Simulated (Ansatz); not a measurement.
CH₈OSi: several calculations on one system

### Relaxation

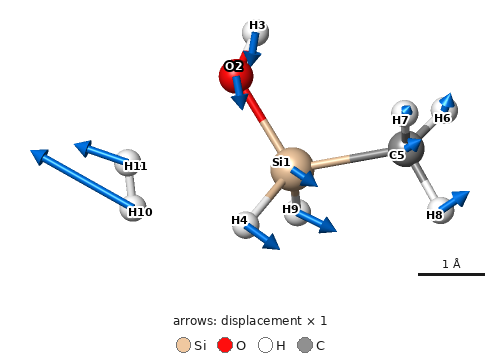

This is a relaxation of CH₈OSi. The starting structure is drawn; blue arrows show the displacements, at their true length. The two geometries are superimposed by the best rigid fit.

A ball-and-stick model, seen at a tilt.

The run prepares an end point of a later path (reaction) calculation, from a guessed geometry.

These are results of RHF/def2-SVP in Ansatz, not measurements. (no spin polarisation; force threshold 0.03 eV/Å; at most 50 steps)

**Which element moves most?**

Hydrogen: up to 1.85 Å, against 0.54 Å for oxygen.

**What did the optimiser do to the structure, and how much energy did it gain?**

The energy falls by 0.263 eV in 18 accepted moves (19 points after the start). The largest force component goes from 1.3 to 0.026 eV/Å. The line search rejected the trial step at point 9 of the run. The forces were under the threshold at step 16, but the run went on from there. The largest move after the best rigid fit is that of H10, 1.85 Å. By element the largest moves are H 1.85 Å, O 0.54 Å, Si 0.48 Å, C 0.30 Å. Some distances before and after: H10–H11 0.710 → 0.748 Å, Si1–O2 1.671 → 1.659 Å, Si1–H9 1.481 → 1.486 Å. Cost: 19 s on 1 thread of Intel(R) Xeon(R) 6975P-C (Granite Rapids), with other jobs on the host, peak memory 0.16 GiB.

Limits of the set-up: the start holds two separate molecules, 2.2 Å apart at their closest, whose relative position is a soft coordinate and is computed without a dispersion correction; Hartree-Fock leaves out electron correlation.

### Relaxation

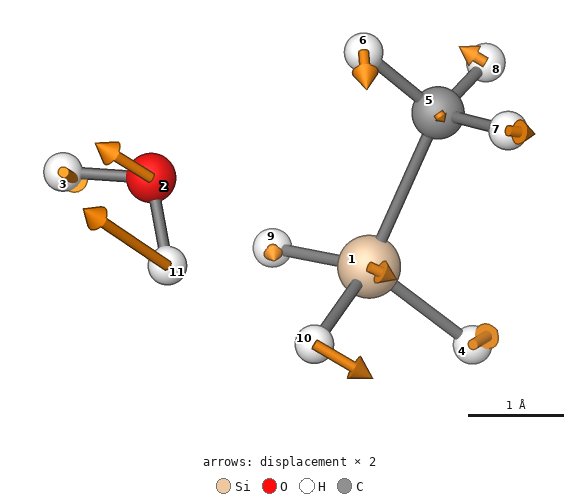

A relaxation of CH₈OSi. The starting structure is drawn; orange arrows show the displacements, magnified 2 times. The two geometries are superimposed by the best rigid fit.

Style: ball-and-stick. Shown at a tilt.

The run prepares an end point of a later path (reaction) calculation, from a guessed geometry.

The calculation used RHF/def2-SVP in Ansatz. Set-up: no spin polarisation; force threshold 0.03 eV/Å; at most 50 steps.

Q: Atoms of which element are displaced furthest, and by how much?

A: Hydrogen: up to 0.70 Å, against 0.40 Å for oxygen.

Q: Describe the change and its energy.

A: The energy falls by 0.176 eV in 8 accepted moves (11 points after the start). Largest force component: 1.4 eV/Å at the start, 0.022 eV/Å at the end. The line search rejected the trial steps at points 3, 7, 10 of the run. The forces were under the threshold at step 9, but the run went on from there. H11 moves most after the best rigid fit: 0.70 Å. By element the largest moves are H 0.70 Å, O 0.40 Å, Si 0.18 Å, C 0.06 Å. Some distances before and after: O2–H11 0.968 → 0.946 Å, Si1–H10 1.470 → 1.486 Å, Si1–H4 1.491 → 1.486 Å, Si1–H9 1.481 → 1.486 Å. Cost: 12 s on 1 thread of Intel(R) Xeon(R) 6975P-C (Granite Rapids), with other jobs on the host, peak memory 0.17 GiB.

Limits of the set-up: Hartree-Fock leaves out electron correlation.

### Path

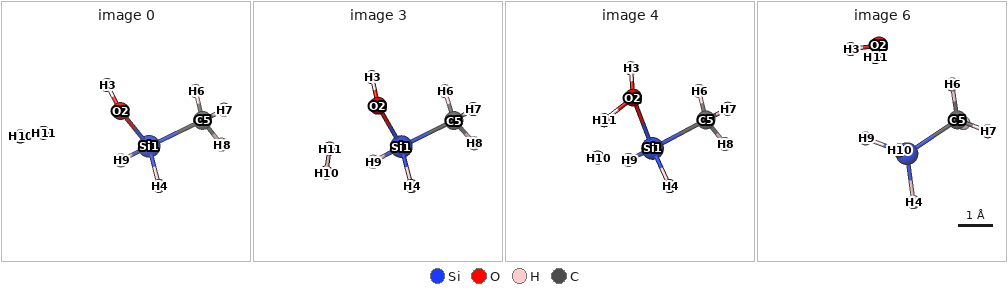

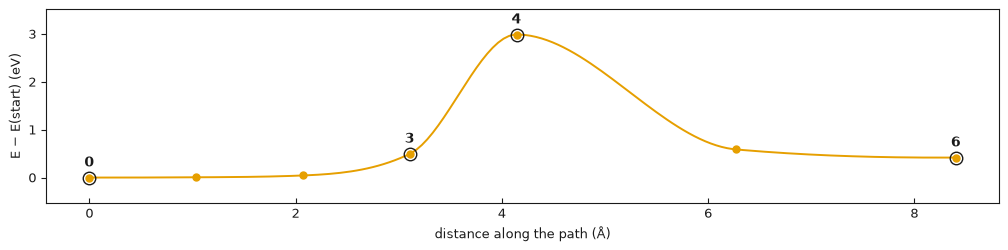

NEB run on CH₈OSi, made up at the start of CH$_{6}$OSi and H₂. Images are numbered from 0 (start) to 6 (end). A ball-and-stick model, seen at a tilt.

All numbers below come from Ansatz, RHF/def2-SVP. Set-up: 5 movable images; climbing image; force threshold 0.05 eV/Å; iteration limit 60; starting path through a guess of the saddle point.

### Read off the barrier and say what moves.

The highest point, image 4, lies 2.99 eV above the start and 2.57 eV above the end; the end is at +0.42 eV relative to the start. Breaking: H10–H11 (0.75 → 1.15 at the top → 2.89 Å), Si1–O2 (1.66 → 1.86 at the top → 3.46 Å). Forming: O2–H11 (2.75 → 1.10 at the top → 0.95 Å), Si1–H10 (4.65 → 1.85 at the top → 1.49 Å). The band converged in 31 iterations. The largest component of the band force went from 12 to 0.044 eV/Å. The climbing image converged on the top of the path. Its vibrational analysis gives one imaginary mode (1617i cm⁻¹), as a transition state must have.

Limits of the set-up: the start holds two separate molecules, 2.8 Å apart at their closest, whose relative position is a soft coordinate and is computed without a dispersion correction; Hartree-Fock leaves out electron correlation.
